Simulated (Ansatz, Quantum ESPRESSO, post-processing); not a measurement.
# Ag(111) with one reversed stacking step (an intrinsic fault): ballistic transmission, part 3 of 3

Aim: the zero-bias transmission with pwcond for this junction: Ag(111) with one reversed stacking step (an intrinsic fault).

Quantum ESPRESSO 7.5; plane-wave DFT, PBE, GBRV ultrasoft pseudopotentials; cross-check by Ansatz 0.2.0 with PAW datasets.

So far. Step 2 (Ground state): The run needed 13 iterations to bring the estimated error under 1e-07 Ry; the largest force on any atom, held or free, is 0.01 eV/Å. Step 3 (Transmission with pwcond.x): At no point does T exceed the number of channels.

### Step 4. Transmission with pwcond.x, with ewind = 2.0 and epsproj = 0.001

Level of this step: transmission by pwcond, lead and junction from one cell; plane-wave DFT, PBE, GBRV ultrasoft pseudopotentials (Quantum ESPRESSO).

How much does a setting matter? One run is repeated with a change.

Input file cond.w.in:

```
&inputcond
  outdir = './out'
  prefixt = 'scf'
  tran_file = 'cond.w.dat'
  bdl = 2.4494897423
  bds = 16.3299316176
  ikind = 1
  ewind = 2.0
  epsproj = 0.001
  nz1 = 7
  energy0 = 0.4
  denergy = -0.4
/
10
  0.00000000 0.00000000 0.01562500
  0.00000000 0.12500000 0.09375000
  0.00000000 0.25000000 0.09375000
  0.00000000 0.37500000 0.09375000
  0.00000000 0.50000000 0.04687500
  0.12500000 0.25000000 0.09375000
  0.12500000 0.37500000 0.18750000
  0.12500000 0.50000000 0.18750000
  0.25000000 0.50000000 0.09375000
  0.25000000 0.62500000 0.09375000
3
```

Started as:

```bash
$ OMP_NUM_THREADS=1 mpirun -n 8 pwcond.x -in cond.w.in > cond.w.out
```

Numbers of over 12 decimals in the logs are rounded to 6 here.

Output:

```text
[banner, memory and clock lines left out]
Program PWCOND v.7.5 starts
[citation notice left out]

[...]
./out/scf.save/

     IMPORTANT: XC functional enforced from input :
     Exchange-correlation= PBE
                           (   1   4   3   4   0   0   0)
     Any further DFT definition will be discarded
     Please, verify this is what you really want

     Reading collected, re-writing distributed wavefunctions

===== INPUT FILE containing all the regions =====

     GEOMETRY:

     lattice parameter (alat)  =       5.5454  a.u.
     the volume                =    2411.6312 (a.u.)^3
     the cross section         =      26.6314 (a.u.)^2
     l of the unit cell        =      16.3299 (alat)
     number of atoms/cell      =           20
     number of atomic types    =            1

     crystal axes: (cart. coord. in units of alat)
               a(1) = (  1.0000  0.0000  0.0000 )
               a(2) = (  0.5000  0.8660  0.0000 )
               a(3) = (  0.0000  0.0000 16.3299 )

   Cartesian axes

     site n.     atom                  positions (alat units)
          1        Ag     tau(  1)=(  0.0000  0.0000 16.3299  )
          2        Ag     tau(  2)=(  0.5000  0.2887  0.8165  )
          3        Ag     tau(  3)=(  1.0000  0.5774  1.6330  )
          4        Ag     tau(  4)=(  0.0000  0.0000  2.4495  )
          5        Ag     tau(  5)=(  0.5000  0.2887  3.2660  )
          6        Ag     tau(  6)=(  1.0000  0.5774  4.0825  )
          7        Ag     tau(  7)=(  0.0000  0.0000  4.8990  )
          8        Ag     tau(  8)=(  0.5000  0.2887  5.7155  )
          9        Ag     tau(  9)=(  1.0000  0.5774  6.5320  )
         10        Ag     tau( 10)=(  0.5000  0.2887  7.3485  )
         11        Ag     tau( 11)=(  1.0000  0.5774  8.1650  )
         12        Ag     tau( 12)=(  0.0000  0.0000  8.9815  )
         13        Ag     tau( 13)=(  0.5000  0.2887  9.7980  )
         14        Ag     tau( 14)=(  1.0000  0.5774 10.6145  )
         15        Ag     tau( 15)=(  0.0000  0.0000 11.4310  )
         16        Ag     tau( 16)=(  0.5000  0.2887 12.2474  )
         17        Ag     tau( 17)=(  1.0000  0.5774 13.0639  )
         18        Ag     tau( 18)=(  0.0000  0.0000 13.8804  )
         19        Ag     tau( 19)=(  0.5000  0.2887 14.6969  )
         20        Ag     tau( 20)=(  1.0000  0.5774 15.5134  )

     nr1s                      =           24
     nr2s                      =           24
     nr3s                      =          375
     nr1sx                     =           24
     nr2sx                     =           24
     nr3sx                     =          375
     nr1                       =           25
     nr2                       =           25
     nr3                       =          432
     nr1x                      =           25
     nr2x                      =           25
     nr3x                      =          432

 _______________________________
  Radii of nonlocal spheres:

     type       ibeta     ang. mom.          radius (alat units)
       Ag         1         0                    0.3125
       Ag         2         0                    0.3125
       Ag         3         1                    0.3125
       Ag         4         1                    0.3125
       Ag         5         2                    0.3125
       Ag         6         2                    0.3125
----- General information -----

--- T calc. with identical leads (ikind=1) ---

     nrx                       =           24
     nry                       =           24
     nz1                       =            7

     energy0               =         4.0E-01
     denergy               =        -4.0E-01
     nenergy               =          3
     ecut2d                =         4.0E+01
     ewind                 =         2.0E+00
     epsproj               =         1.0E-03

     number of k_|| points=   10
                       cryst. coord.
        k(    1) = (   0.0000000   0.0000000), wk =   0.0156250
        k(    2) = (   0.0000000   0.1250000), wk =   0.0937500
[...]
k(   10) = (   0.2500000   0.6250000), wk =   0.0937500
----- Information about left/right lead -----

     nocros                   =           18
     noins                    =           36
     norb                     =           72
     norbf                    =          324
     nrz                      =           56

      iorb      type   ibeta   ang. mom.   m       position (alat)
        1        1       1        0        1   taunew(   1)=(  0.0000  0.0000  0.0000)
        2        1       2        0        1   taunew(   2)=(  0.0000  0.0000  0.0000)
[...]
72        1       6        2        5   taunew(  72)=(  0.0000  0.0000  2.4495)
    k slab    z(k)  z(k+1)     crossing(iorb=1,norb)
    1   0.0000 0.0437 0.0437   111111111111111111000000000000000000000000000000000000000000000000000000
    2   0.0437 0.0875 0.0437   111111111111111111000000000000000000000000000000000000000000000000000000
[...]
56   2.4057 2.4495 0.0437   000000000000000000000000000000000000000000000000000000111111111111111111
----- Information about scattering region -----

     noins                    =          288
     norb                     =          324
     norbf                    =          324
     nrz                      =          319

      iorb      type   ibeta   ang. mom.   m       position (alat)
        1        1       1        0        1   taunew(   1)=(  0.0000  0.0000  0.0000)
        2        1       2        0        1   taunew(   2)=(  0.0000  0.0000  0.0000)
[...]
324        1       6        2        5   taunew( 324)=(  0.0000  0.0000 13.8804)
 ngper, shell number =           85          11
 ngper, n2d =           85          43
---  E-Ef =    0.4000000  k =    0.0000000   0.0000000
---  ie =          1  ik =          1
 Nchannels of the left tip =            0
 Right moving states:
   k1(2pi/a)   k2(2pi/a)   E-Ef (eV)
 Left moving states:
   k1(2pi/a)   k2(2pi/a)   E-Ef (eV)

 to transmit
          E-Ef(ev), T =    0.4000000   0.0000000
---  E-Ef =    0.0000000  k =    0.0000000   0.0000000
---  ie =          2  ik =          1
 Nchannels of the left tip =            0
 Right moving states:
   k1(2pi/a)   k2(2pi/a)   E-Ef (eV)
 Left moving states:
   k1(2pi/a)   k2(2pi/a)   E-Ef (eV)

 to transmit
          E-Ef(ev), T =    0.0000000   0.0000000
---  E-Ef =   -0.4000000  k =    0.0000000   0.0000000
---  ie =          3  ik =          1
 Nchannels of the left tip =            1
 Right moving states:
   k1(2pi/a)   k2(2pi/a)   E-Ef (eV)
   0.4619920  -0.0000014  -0.4000000
 Left moving states:
   k1(2pi/a)   k2(2pi/a)   E-Ef (eV)
  -0.4619920  -0.0000014  -0.4000000

 to transmit
 Band j to band i transmissions and reflections:
    j         i     |T_ij|^2    |R_ij|^2

    1 -->     1     0.99747     0.00253
   Total T_j, R_j =    0.99747  0.00253

E-Ef(ev), T(x2 spins) =   -0.4000000   1.9949482
 ngper, shell number =           85          45
 ngper, n2d =           85          47
[... further energies and points left out ...]
---  E-Ef =    0.4000000  k =    0.2500000   0.6250000
---  ie =          1  ik =         10
 Nchannels of the left tip =            0
 Right moving states:
   k1(2pi/a)   k2(2pi/a)   E-Ef (eV)
 Left moving states:
   k1(2pi/a)   k2(2pi/a)   E-Ef (eV)

 to transmit
          E-Ef(ev), T =    0.4000000   0.0000000
---  E-Ef =    0.0000000  k =    0.2500000   0.6250000
---  ie =          2  ik =         10
 Nchannels of the left tip =            0
 Right moving states:
   k1(2pi/a)   k2(2pi/a)   E-Ef (eV)
 Left moving states:
   k1(2pi/a)   k2(2pi/a)   E-Ef (eV)

 to transmit
          E-Ef(ev), T =    0.0000000   0.0000000
---  E-Ef =   -0.4000000  k =    0.2500000   0.6250000
---  ie =          3  ik =         10
 Nchannels of the left tip =            0
 Right moving states:
   k1(2pi/a)   k2(2pi/a)   E-Ef (eV)
 Left moving states:
   k1(2pi/a)   k2(2pi/a)   E-Ef (eV)

 to transmit
          E-Ef(ev), T =   -0.4000000   0.0000000
   T_tot     0.40000      0.17674E+01
   T_tot     0.00000      0.16957E+01
   T_tot    -0.40000      0.16803E+01

[...]
```

It took 33 s on 8 MPI ranks of Arm Neoverse N1, shared host; peak memory 0.51 GiB; 4.3 min of CPU time.

The changed values were drawn from a wide range, not chosen for quality; the comparison shows what they did here together.

Beside the run it was changed from:

```tsv
quantity	this run	unchanged run	difference
transmission at the Fermi level, one spin	0.8479	0.8601	-0.012
lead channels at the Fermi level, one spin	0.8906	0.8906	0
wall time (s)	33	73
```

Over all energies T moves by up to 0.012, at 0 eV.

The physical values in this table move by up to 1.4 %.

### Step 5. Cross-check with Ansatz

A second code with its own PAW datasets, on the same atoms.

Level of this step: plane-wave DFT, PBE, Ansatz PAW (Ansatz 0.2.0).

Input file input.yaml:

```yaml
crystal:
  lattice:
    - [2.9344931419, 0.0, 0.0]
    - [1.467246571, 2.5413456081, 0.0]
    - [0.0, 0.0, 47.9200723427]
  atoms:
    - { symbol: Ag, position: [0.0, 0.0, 0.0] }
    - { symbol: Ag, position: [0.333333333, 0.333333333, 0.05] }
    - { symbol: Ag, position: [0.666666667, 0.666666667, 0.1] }
    - { symbol: Ag, position: [0.0, 0.0, 0.15] }
    - { symbol: Ag, position: [0.333333333, 0.333333333, 0.2] }
    - { symbol: Ag, position: [0.666666667, 0.666666667, 0.25] }
    - { symbol: Ag, position: [0.0, 0.0, 0.3] }
    - { symbol: Ag, position: [0.333333333, 0.333333333, 0.35] }
    - { symbol: Ag, position: [0.666666667, 0.666666667, 0.4] }
    - { symbol: Ag, position: [0.333333333, 0.333333333, 0.45] }
    - { symbol: Ag, position: [0.666666667, 0.666666667, 0.5] }
    - { symbol: Ag, position: [0.0, 0.0, 0.55] }
    - { symbol: Ag, position: [0.333333333, 0.333333333, 0.6] }
    - { symbol: Ag, position: [0.666666667, 0.666666667, 0.65] }
    - { symbol: Ag, position: [0.0, 0.0, 0.7] }
    - { symbol: Ag, position: [0.333333333, 0.333333333, 0.75] }
    - { symbol: Ag, position: [0.666666667, 0.666666667, 0.8] }
    - { symbol: Ag, position: [0.0, 0.0, 0.85] }
    - { symbol: Ag, position: [0.333333333, 0.333333333, 0.9] }
    - { symbol: Ag, position: [0.666666667, 0.666666667, 0.95] }
kpoints:
  mp_grid: { grid: [9, 9, 1] }
hamiltonian:
  xc: pbe
scf:
  occupations: { method: fermi_dirac, width: 0.1 }
  convergence: { dr2_threshold: 1.0e-08 }
output:
  transmission: { leads: [[0, 3]], e_range: [-0.4, 0.4], de: 0.4, kmesh: [8, 8] }
  write_potential: true
  write_density: true
  volumetric_format: npy
  elf: true
```

Started as:

```bash
$ ansatz run input.yaml --threads 8 --pin off --max-ram 16384MiB --backend cpu --events-out ev --progress --plain --runs-dir out
```

Output:

```text
Engine: ansatz 0.2.0, aarch64-unknown-linux-gnu
Pseudopotentials: kind: paw
Pseudopotential: Ag, paw, valence charge 19, recommended cutoff 420 eV (normal), Ag.paw.azcp
Functional definition: PBE
  parameter kappa = 0.804
  parameter beta = 0.066725
  exchange = pbe_x(kappa = kappa, mu = beta*pi^2/3)
  correlation = pbe_c(beta = beta)
Crystal: 20 atoms, lattice volume = 357.367 Å³
Basis set: ecut = 420 eV, 6893 PW (Γ)
Bands: 228, of which v1, the nominal top of the filled ones, is band 190 counted from 1 (189 counted from 0)
Symmetry: 12 space group operations
Space group: P-3m1 (ITA 164), of the structure as read, at distance tolerance 7.1e-5 Å
k-points: 12 of 81
Non-local potential: Ag, projectors of the file, l = 0: 3, l = 1: 2, l = 2: 2, l = 3: 1
PAW form: soft (Blöchl's): semilocal exchange-correlation on the pseudo side does not see the compensation charge
PAW one-centre angular grid: Ag, 590 points (default); XC on 64 Gauss nodes
Initial density: superposition of atomic densities (neutral atoms: chi_scale 0, normalization atom), corrected by the library's trained network
Initial wavefunctions: pseudopotential atomic-orbital guess
Functional: x = pbe(κ = 0.804, μ = 0.219515), c = pbe(β = 0.066725)
SCF iter   1: F=—  HF=-151811.281061 eV  |F-HF|=—  |Δ(HF+E_count)|=         —  Δρ=9.56e-4  dr2=3.68e-2  ethr=1.77e-3  ⟨swp⟩=4.7  Hψ=8150  notcnv=0  defer=162
preconditioner: auto → Kerker (q_TF=auto, 2.756 Å⁻¹)  [metal: Δε(μ)=0.146 eV  Ē_g=10.761 eV  σ=0.100 eV  W_gap=0.33  n_scr=156 (ndim 8)  ℏωp=29.1 eV  f_vac=0.000  D(μ)=4.72/eV (n_scr^D=22)]
SCF iter   2: F=—  HF=-151811.289670 eV  |F-HF|=—  |Δ(HF+E_count)|=   8.61e-3  Δρ=5.55e-4  dr2=2.68e-2  ethr=9.69e-6  ⟨swp⟩=2.1  Hψ=4009  notcnv=0  defer=200
SCF iter   3: F=—  HF=-151811.289906 eV  |F-HF|=—  |Δ(HF+E_count)|=   2.36e-4  Δρ=2.57e-4  dr2=5.87e-3  ethr=7.04e-6  ⟨swp⟩=1.0  Hψ=2451  notcnv=0  defer=200
SCF iter   4: F=—  HF=-151811.289897 eV  |F-HF|=—  |Δ(HF+E_count)|=   8.49e-6  Δρ=1.83e-4  dr2=7.92e-4  ethr=1.55e-6  ⟨swp⟩=1.0  Hψ=2451  notcnv=0  defer=200
SCF iter   5: F=—  HF=-151811.289947 eV  |F-HF|=—  |Δ(HF+E_count)|=   4.94e-5  Δρ=5.29e-5  dr2=1.42e-4  ethr=2.08e-7  ⟨swp⟩=1.1  Hψ=2473  notcnv=0  defer=200
SCF iter   6: F=—  HF=-151811.289962 eV  |F-HF|=—  |Δ(HF+E_count)|=   1.57e-5  Δρ=1.88e-5  dr2=1.26e-5  ethr=3.73e-8  ⟨swp⟩=1.0  Hψ=2451  notcnv=0  defer=200
SCF iter   7: F=—  HF=-151811.290363 eV  |F-HF|=—  |Δ(HF+E_count)|=   4.00e-4  Δρ=8.24e-6  dr2=2.74e-6  ethr=3.31e-9  ⟨swp⟩=1.1  Hψ=2592  notcnv=0  defer=200
SCF iter   8: F=—  HF=-151811.290363 eV  |F-HF|=—  |Δ(HF+E_count)|=   8.99e-8  Δρ=5.15e-6  dr2=8.82e-7  ethr=7.20e-10  ⟨swp⟩=1.1  Hψ=2566  notcnv=0  defer=200
SCF iter   9: F=—  HF=-151811.290363 eV  |F-HF|=—  |Δ(HF+E_count)|=   3.17e-8  Δρ=1.66e-6  dr2=2.40e-7  ethr=2.32e-10  ⟨swp⟩=1.0  Hψ=2451  notcnv=0  defer=200
SCF iter  10: F=—  HF=-151811.290363 eV  |F-HF|=—  |Δ(HF+E_count)|=   9.78e-9  Δρ=1.29e-6  dr2=3.03e-8  ethr=6.32e-11  ⟨swp⟩=1.1  Hψ=2452  notcnv=0  defer=200
SCF iter  11: F=-151811.290363 eV  HF=-151811.290363 eV  |F-HF|=4.74e-9  |Δ(HF+E_count)|=   1.22e-9  Δρ=4.21e-7  dr2=5.16e-9  ethr=2.63e-12  ⟨swp⟩=8.9  Hψ=9657  notcnv=0
SCF 1 converged in 11 iterations: F = -151811.290363 eV  dr2 = 5.16e-9
  greatest PAW one-centre occupation: 1.000 electrons in one spin orbital (limit 2), on the Ag atom at site 15 (counted from 0), in its partial waves of l = 0
transmission: 72 of 600 steps passed
transmission: 126 of 600 steps passed
[...]
transmission: 600 of 600 steps passed
SCF converged after 11 iterations
Free energy (F): -151811.290363 eV
Harris-Foulkes:  -151811.290363 eV  (|F-HF|=4.74e-9)
Internal energy: -151811.134321 eV  (E = F + TS)
E sigma→0 (E₀):  -151811.212342 eV
Entropy (-TS):   -0.156042 eV (-7.802 meV/atom)
Fermi energy:    16.427599 eV
--- Per-component energies (eV) ---
  E_band       = -5025.716073
  E_kinetic    = 10539.102868
  E_local      = -45332.343571  (includes V_loc(G=0)·N_el)
  E_nonlocal   = 1600.831441
  E_hartree    = 20545.434818
  E_xc         = -3694.267063
  E_vxc        = -4693.669524  (∫ρ·V_xc dr)
  E_paw        = -78040.342922  (= ΣΔE_a)
  E_vpaw       = -8230.511533  (= ΣTr[D̂ρ^β])
  E_aug_tail   = 0.006552  (compensation charges beyond the density's cutoff)
  E_ewald      = -57429.556444
  E_smearing   = -0.156042  (= −TS)
  E_closure    = -0.000000  (closes the sum)
  Σ components = -151811.290363   (vs F -151811.290363, Δ=0.00e0)
--- Band table (eV; the first three rows and the last of 12) ---
  k-point 0: bands = [... 186 lower, 13.2703, 13.3418, 13.3418, 13.3631, 13.3631, 13.3896, 13.3896, 13.4764, ... 34 higher]
  k-point 1: bands = [... 186 lower, 13.2839, 13.3299, 13.3590, 13.3783, 13.4051, 13.5420, 13.7864, 14.3199, ... 34 higher]
  k-point 2: bands = [... 186 lower, 13.4222, 13.4369, 13.5350, 13.5742, 14.1220, 14.4067, 14.8446, 15.4074, ... 34 higher]
  k-point 11: bands = [... 186 lower, 19.4104, 19.4178, 19.4256, 19.5968, 19.5968, 19.6067, 19.6067, 19.6164, ... 34 higher]
--- Transmission ---
  basis      : 61 plane waves across, 60 finite elements along
  points     : 10, standing for a mesh of 8 x 8
  energies   : 3 from -0.400000 to 0.400000 eV about the Fermi level, 0.400000 eV apart; the leads are filled to 0.000000 eV, and channels, transmission and decay are at 0.000000 eV
  crystal 0  : Ag3, at the sites [0, 3], period 7.1880 Å, over 47.92 Å; its Hamiltonian steps by up to 0.1 meV
    offset         : up to 0.0000 Å between an atom of the period and one for which it stands
    channels       : 8.906250e-1 a spin
    conductance    : none, the energies end too early or step too widely for 300 K: set another output.transmission.e_range or a lower de, or, where they end at an eighth of basis.ecutwfc, a higher one
    slowest decay  : 0.0973 /Å at (0.0000, 0.0000)
  junction   : crystal 0 to crystal 0, -2.90 to 37.84 Å
    transmission   : 8.624299e-1 a spin
    conductance    : none, the energies end too early or step too widely for 300 K: set another output.transmission.e_range or a lower de, or, where they end at an eighth of basis.ecutwfc, a higher one
```

Run time: 23 s. Hardware: 8 threads; peak memory 3 GiB; 2.9 min of CPU time.

Read from the output:

* free energy: -151811.2904 eV
* energy at zero smearing: -151811.2123 eV
* smearing term TS: 0.1560 eV
* Fermi energy: 16.43 eV
* symmetry operations: 12
* transmission at the Fermi level, one spin: 0.8624
* step of the lead's Hamiltonian over a period: 0.1 meV

Per spin; mean over the k mesh across the current. Table of transmission, zone mean by energy, zero at the Fermi level:

```tsv
energy (eV)	transmission, zone mean
-0.400	0.853
0.000	0.862
0.400	0.886
```

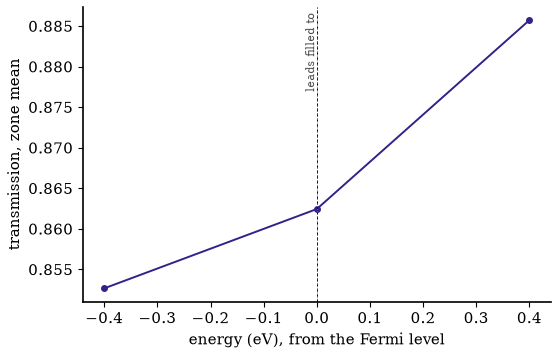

Transmission, zone mean against energy.

Per spin; mean over the k mesh across the current. Table of open channels, zone mean by energy, zero at the Fermi level:

```tsv
energy (eV)	open channels, zone mean
-0.400	0.859
0.000	0.891
0.400	0.891
```

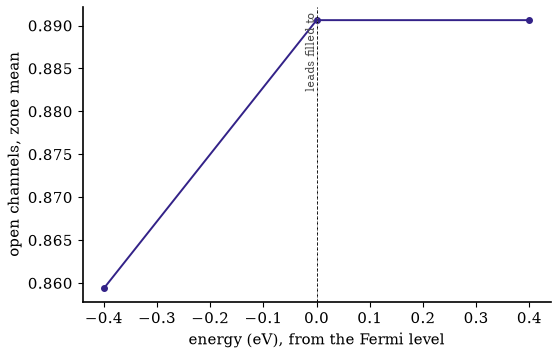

Open channels, zone mean against energy.

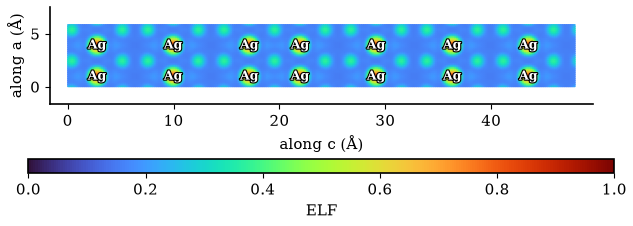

ELF in the ca plane at fractional y = 0.333, with atoms of Ag within 0.2 Å of it. It is the smooth field of the valence electrons, not physical close to the nuclei.

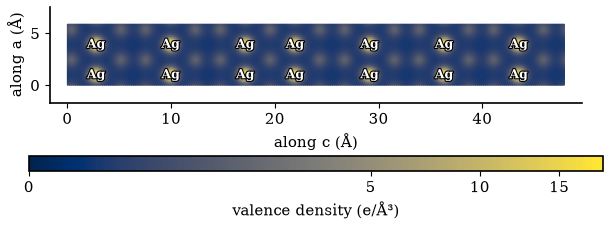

Valence density in the ca plane at fractional y = 0.333, with atoms of Ag within 0.2 Å of it. It is the smooth field of the valence electrons, not physical close to the nuclei. The colour scale is stretched toward low values.

Ansatz finds T = 0.862 against pwcond's 0.860.

### Step 6. All levels side by side

All levels:

```tsv
step	T at the Fermi level (per spin)	conductance (G0)	r.m.s. T(E) from the first	CPU time of the step (s)	peak memory (GiB)
Ansatz	0.8624	-	0	173.1	2.962
pwcond	0.8601	0.8601	0.001477	580.4	0.61
pwcond, changed setting	0.8479	0.8479	0.01115	260.9	0.51
```

Per spin; mean over the k mesh across the current. The transmission, zone mean by energy, zero at the Fermi level:

```tsv
energy (eV)	Ansatz	pwcond	pwcond, changed setting
-0.400	0.853	0.852	0.840
0.000	0.862	0.860	0.848
0.400	0.886	0.885	0.884
```

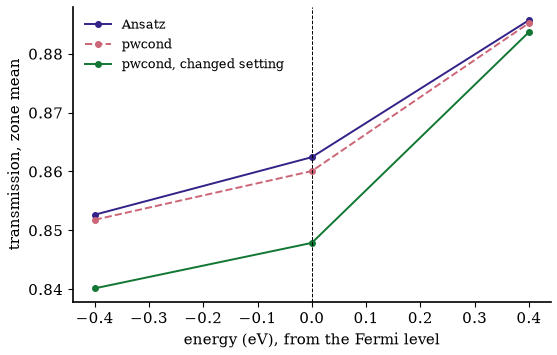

Transmission, zone mean, plotted against energy.

### Step 7. Worked from the printed numbers

The Landauer sum over the mesh, Σ w T = 0.1875 × 1 + 0.1875 × 0.993 + 0.0938 × 1 + … = 0.8601.

G = 0.86 × 77.48 µS = 66.6 µS a cell. Times the area of 7.458 Å², the resistance-area product is A/G = 1.12 fΩ m², the leads' contact resistance included.

Free electrons at 1 an atom (3 atoms in 53.6 Å³) have k_F = 1.183 1/Å and offer A k_F²/4π = 0.83 channels per spin; the lead has 0.89 on this mesh.

### Step 8. What came out

| Quantity | Value |
| --- | --- |
| conductance from T at the Fermi level, a cell (G₀ = 2e²/h) | 0.860 G₀ |
| conductance per area | 894 S/μm² |
| lead channels per spin | 0.89 |
| the same conductance by Ansatz | 0.862 G₀ |

In words: The junction conducts 0.860 G₀ a cell at the Fermi level (PBE, GBRV ultrasoft). At the Fermi level the junction passes 97 % of what the leads offer, nearly all. At the Fermi level pwcond and Ansatz differ by 0.27 %, a close match. The mean rests on 10 distinct points, the heaviest weighing 0.19, and the mesh was not tested, so even the second digit is unsure. Over -0.4 to 0.4 eV, T lies between 0.85 and 0.89 per spin. The geometry is as built, not relaxed, and the leads are short.

[Logs are printed without paths, hosts, clocks, repeated set-up lines and the standing remarks that a program may print on its own settings, such as how far it seeks lower states.]

[Hosts, paths, dates, database ids (printed as entryN), source tags and the programs' standing remarks are cut or masked in the printed files.]

[Maps of the electrostatic potential energy from Ansatz leave out the sawtooth potential of an applied field or a dipole correction, so their vacuum need not be flat; planar profiles and work functions include it.]
